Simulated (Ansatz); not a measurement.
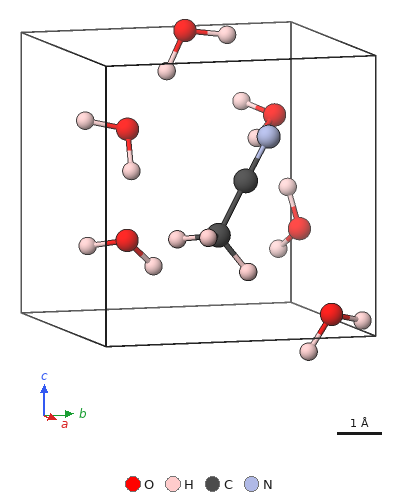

Starting frame of a dynamics run of a periodic cell with 6 H2O + 1 CH3CN at 0.928 g/cm³. Style: ball-and-stick. Shown: the simulation cell, slightly off an axis.

These are results of Ansatz, DFT LDA, scalar-relativistic, plane waves, PAW, not measurements.

Input
```yaml
crystal:
  lattice:
    - [6.439277, 0.0, 0.0]
    - [0.0, 6.439277, 0.0]
    - [0.0, 0.0, 6.439277]
  atoms:
    - { symbol: O, position: [0.25399434, 0.8594351, 0.70414379] }
    - { symbol: H, position: [0.35012011, 0.76323956, 0.63721417] }
    - { symbol: H, position: [0.13176607, 0.77500001, 0.74199123] }
    - { symbol: O, position: [0.51281859, 0.23109438, 0.31154878] }
    - { symbol: H, position: [0.46860161, 0.34289659, 0.21011633] }
    - { symbol: H, position: [0.40893492, 0.11764334, 0.28345421] }
    - { symbol: O, position: [0.3592744, 0.28095326, 0.68773122] }
    - { symbol: H, position: [0.43026005, 0.27291832, 0.54733596] }
    - { symbol: H, position: [0.31703358, 0.13746115, 0.71839646] }
    - { symbol: O, position: [0.37266164, 0.48967207, 0.03340957] }
    - { symbol: H, position: [0.40092989, 0.63710658, 0.01582427] }
    - { symbol: H, position: [0.37937596, 0.41990191, -0.10790802] }
    - { symbol: O, position: [0.85386424, 0.88233705, 1.06407948] }
    - { symbol: H, position: [0.8491367, 0.79877788, 0.93382964] }
    - { symbol: H, position: [0.78504493, 1.01824547, 1.02881071] }
    - { symbol: O, position: [0.19271241, 0.97091003, 0.28691827] }
    - { symbol: H, position: [0.06839091, 0.93164058, 0.20186485] }
    - { symbol: H, position: [0.16356065, 0.93656503, 0.43352869] }
    - { symbol: C, position: [0.93884411, 0.43600767, 0.37342262] }
    - { symbol: C, position: [0.90116757, 0.54892832, 0.55844146] }
    - { symbol: "N", position: [0.87374467, 0.64275016, 0.70939646] }
    - { symbol: H, position: [0.94669397, 0.54396255, 0.23928942] }
    - { symbol: H, position: [1.08848182, 0.35165202, 0.3854753] }
    - { symbol: H, position: [0.80944127, 0.32427788, 0.34780052] }
basis:
  ecutwfc: 420.0
kpoints:
  mp_grid: { grid: [1, 1, 1] }
hamiltonian:
  xc: lda
scf:
  occupations: { method: fermi_dirac, width: 0.02 }
  lower_state_search: "off"
md:
  timestep: 0.5
  n_steps: 300
  ensemble: nvt_langevin
  temperature: 350.0
  initial_velocities: maxwell_boltzmann
  seed: 967078
  friction: 0.02
```

Command:
```bash
ansatz run input.yaml --threads 1 --pin off --max-ram 3072MiB --backend cpu --events-out ev --progress --plain --runs-dir out
```

Question: Predict how the run goes.

Answer: The mean temperature in the second half is 327 K (standard deviation 52 K). The potential energy in the second half lies on average 31.5 meV per atom above the first frame. In the second half of the run the atoms are, in the root-mean-square, this far from where they began (common drift taken out): H 0.48 Å, O 0.40 Å, N 0.37 Å, C 0.31 Å. The heavy atoms stay within a fraction of a molecule's size of their starting places; so short a run doesn't tell a liquid from a solid.

Along the run (each row but the first and the last is the mean over the interval that it begins):

```json
{"time (fs)": "0.0", "potential energy (meV/atom)": "0.0", "T (K)": "335"}
{"time (fs)": "15.0", "potential energy (meV/atom)": "23.3", "T (K)": "257"}
{"time (fs)": "30.0", "potential energy (meV/atom)": "32.8", "T (K)": "292"}
{"time (fs)": "45.0", "potential energy (meV/atom)": "31.2", "T (K)": "393"}
{"time (fs)": "60.0", "potential energy (meV/atom)": "41.4", "T (K)": "329"}
{"time (fs)": "75.0", "potential energy (meV/atom)": "33.3", "T (K)": "342"}
{"time (fs)": "90.0", "potential energy (meV/atom)": "33.5", "T (K)": "271"}
{"time (fs)": "105.0", "potential energy (meV/atom)": "29.7", "T (K)": "305"}
{"time (fs)": "120.0", "potential energy (meV/atom)": "27.1", "T (K)": "367"}
{"time (fs)": "135.0", "potential energy (meV/atom)": "33.5", "T (K)": "349"}
{"time (fs)": "150.0", "potential energy (meV/atom)": "37.4", "T (K)": "392"}
```

The paths of the atoms:

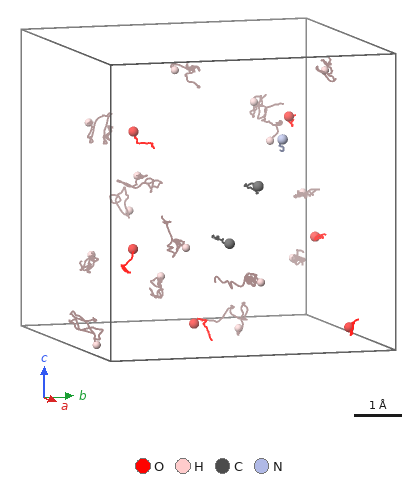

Limits of the set-up: the periodic images lie only 6.4 Å apart, so the values are limited by the cell's size.
